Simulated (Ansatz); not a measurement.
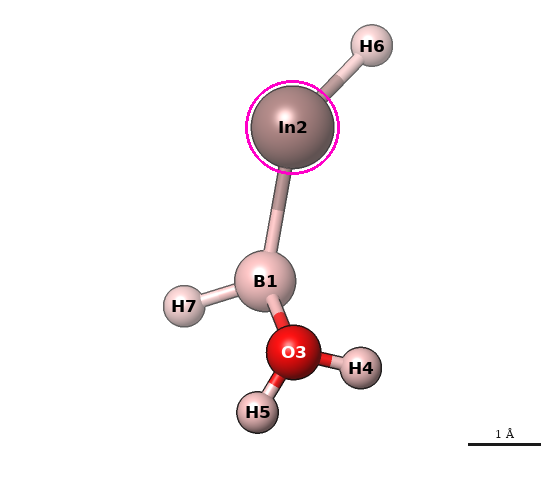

Orthographic view. Depth is shown by fading: the farther an atom, the more it takes the colour of the background. Computed geometry: PBE-D4/def2-SVP optimisation. No frequency run is at hand to confirm it as a minimum.

**Which atoms are bonded to the circled atom?**

The circled atom is In2; it is bonded to B1, H6.

**What is the shortest path along bonds from the circled atom to H5?**

In2–B1–O3–H5, 3 bonds; through space the two are 4.13 Å apart.

**Which two atoms are farthest apart in space?**

H5 and H6, 5.65 Å.
